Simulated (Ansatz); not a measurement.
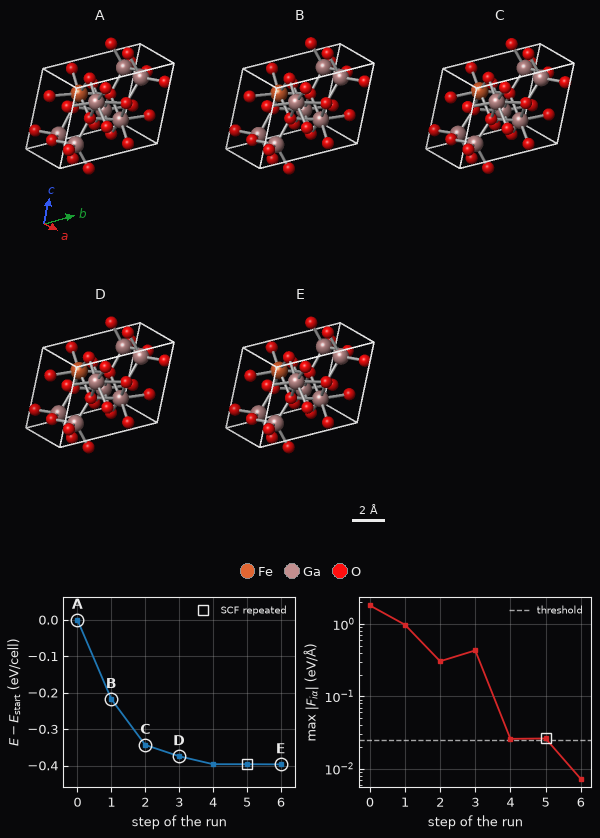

Frames of a relaxation of a defect cell of composition Ga7FeO12, marked on the history of the run. A ball-and-stick model of the cell of the calculation, seen slightly off an axis.

Case: Fe on a Ga site (i), charge +0, atoms relaxed at the host's cell.

All numbers below come from DFT PBE, scalar-relativistic, plane waves, PAW (Ansatz 0.2.0). Set-up: plane-wave cutoff 420 eV; k-point mesh 2 × 2 × 2; occupations gaussian; smearing width 0.01 eV; mesh shifted by (0.5, 0.5, 0.5); collinear spin; atoms relaxed in a fixed cell; force threshold 0.025 eV/Å; at most 45 steps.

Q: What happens along the run?

A: An O atom moves most: 0.14 Å roughly along [1 1 −3]. Largest moves by element: O 0.14 Å, Fe 0.13 Å, Ga 0.03 Å. The cell stays as it was. Among the contacts that change: Fe–O 1.977 → 2.177 Å, Fe–O 2.022 → 2.175 Å, Ga–O 1.762 → 1.860 Å, Fe–O 2.052 → 1.955 Å. Bond angles that change, for instance: O–Fe–O 174.1° → 166.2°, O–Fe–O 99.9° → 92.2°, Fe–O–Ga 100.6° → 93.0°. The energy falls by 0.397 eV per cell of the calculation in 5 accepted moves (6 points after the start). The largest force component goes from 1.8 to 0.0073 eV/Å. 1 step only repeated the SCF at the same geometry. From step 0 to 1: an O atom moves most (0.07 Å), energy −0.218 eV per cell of the calculation. From step 1 to 2: the Fe atom moves most (0.16 Å), energy −0.126 eV per cell of the calculation. From step 2 to 3: a Ga atom moves most (0.08 Å), energy −31.0 meV per cell of the calculation. From step 3 to 6: a Ga atom moves most (0.03 Å), energy −22.3 meV per cell of the calculation.

| step | E − E(0), meV/atom | largest force component, eV/Å | note |
| --- | --- | --- | --- |
| 0 | 0.00 | 1.8151 |  |
| 1 | -10.89 | 0.9807 |  |
| 2 | -17.17 | 0.3065 |  |
| 3 | -18.73 | 0.4330 |  |
| 4 | -19.82 | 0.0259 |  |
| 5 | -19.82 | 0.0262 | same geometry, SCF repeated |
| 6 | -19.84 | 0.0073 |  |

Limits of the set-up: the periodic images lie only 6.2 Å apart, so the values are limited by the cell's size.
